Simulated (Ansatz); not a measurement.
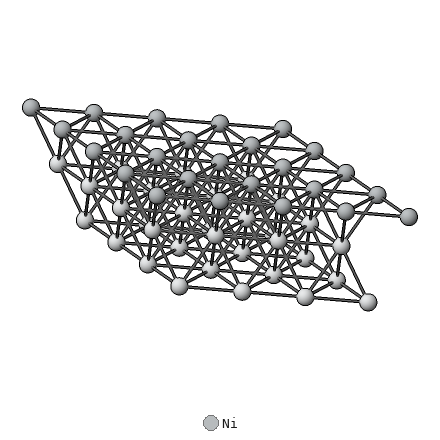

The system is S on a Ni(111) slab cut from the Fm-3m phase, its upper half relaxed before the scan (12 atoms of substrate and one adsorbate in a 2 × 2 cell); the picture shows it without the atoms that are moved over the map. S is moved over the surface cell; relaxed at each place: the height of the adsorbate's atoms; substrate rigid; the origin of the map has the adsorbate above Ni9. Places are given modulo a cell vector. The map is drawn in real space over the plane of the surface. The grid has 6 × 6 points; 10 points were computed and 26 follow by symmetry. Places are given in fractions of the 1 × 1 surface cell. Energies: eV, counted from the lowest grid point. The electronic state followed may not be the lowest one. Level of theory: DFT PBE, scalar-relativistic, plane waves, PAW (Ansatz 0.2.0). Settings: cutoff 420 eV, k-mesh 6×6×1, gaussian smearing 0.1 eV, spin-polarised.

Range: position of S13 along the first surface vector from 0.000 to 0.833; position of S13 along the second surface vector from 0.000 to 0.833.

Predict the map.

The lowest grid point is at a threefold hollow over a third-layer Ni atom, (4/6, 2/6) of the cell vectors. A higher local minimum lies near a threefold hollow over a second-layer Ni atom, (2/6, 4/6) of the cell vectors (0.06 eV above the lowest at that grid point). The highest grid point, the top site over a surface Ni atom, (0/6, 0/6) of the cell vectors, lies 1.53 eV above the lowest. On the interpolated surface the easiest way out of the lowest well to the well at a threefold hollow over a second-layer Ni atom, (2/6, 4/6) of the cell vectors passes a barrier of about 0.36 eV. At the lowest point the adsorbate has 3 Ni at 2.15 Å as nearest neighbours, at the highest 1 Ni at 1.99 Å. Its relaxed height above the top atom is 1.60 Å at the lowest and 1.99 Å at the highest point.

| second ↓, first → | 0/6 | 1/6 | 2/6 | 3/6 | 4/6 | 5/6 |
| --- | --- | --- | --- | --- | --- | --- |
| 5/6 | 1.33 | 0.97 | 0.37 | 0.37 | 0.97 | 1.33 |
| 4/6 | 0.80 | 0.37 | 0.06 | 0.37 | 0.80 | 0.95 |
| 3/6 | 0.36 | 0.37 | 0.37 | 0.36 | 0.33 | 0.33 |
| 2/6 | 0.80 | 0.97 | 0.80 | 0.33 | 0.00 | 0.33 |
| 1/6 | 1.33 | 1.33 | 0.95 | 0.33 | 0.33 | 0.95 |
| 0/6 | 1.53 | 1.33 | 0.80 | 0.36 | 0.80 | 1.33 |

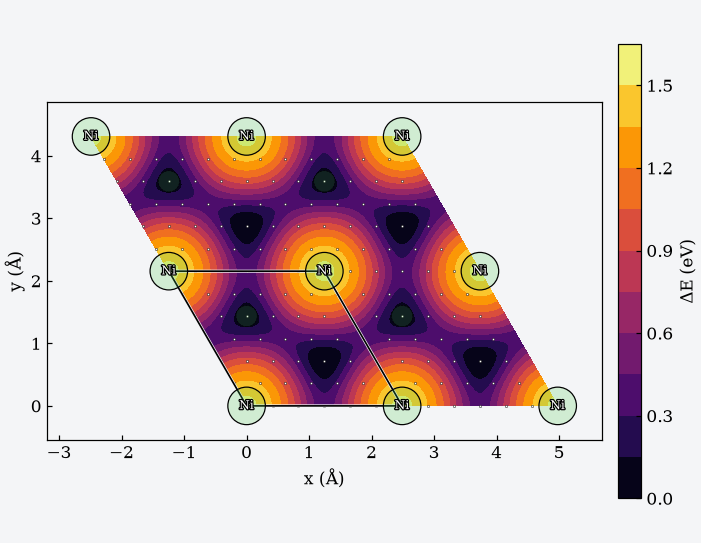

The picture shows filled contours, dots at the grid points, labelled circles for the atoms of the top layer and small ones for the second layer, the outline of one cell of the 2 × 2 shown. Between grid points the surface is interpolated.

Each point was launched as `ansatz run input.yaml --threads 8 --pin off --max-ram 22528MiB --backend cpu --events-out ev --progress --plain --runs-dir out`. Time for the 10 points that were run: 32 min on 8 threads of Arm Neoverse N1, with other jobs on the host.

PAW datasets: the set soft_1.
